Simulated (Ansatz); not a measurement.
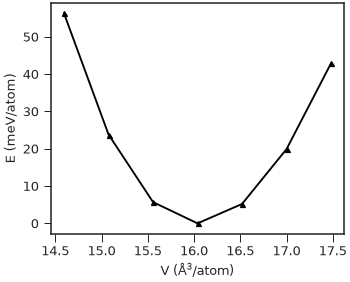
Figure: Ti3Al in space group P-6m2 (No. 187; Ti on 1e, Ti on 2h, Al on 1f) under volume change, LDA (plane waves, PAW; program Ansatz), shape and atoms relaxed at each volume.

**Question.** What does a third-order Birch–Murnaghan fit give for V₀, B₀ and B′?

**Answer.** V₀ = 16.04 Å³/atom, B₀ = 121 GPa, B′ = 3.5.

The workflow started from a Materials Project entry (that database holds measured and hypothetical structures alike); the Crystallography Open Database copy checked does not list it. With Ti and Al taken as one species the cell has the higher symmetry P6_3/mmc, so it may be an ordered model of a mixed-site phase. It is not the phase usual at ambient conditions (space group No. 194). Symmetry was held in the LDA relaxation; whether a distortion lowers the energy is not shown. No spin polarisation was allowed.

Potentials: the later of the program's two PAW sets.
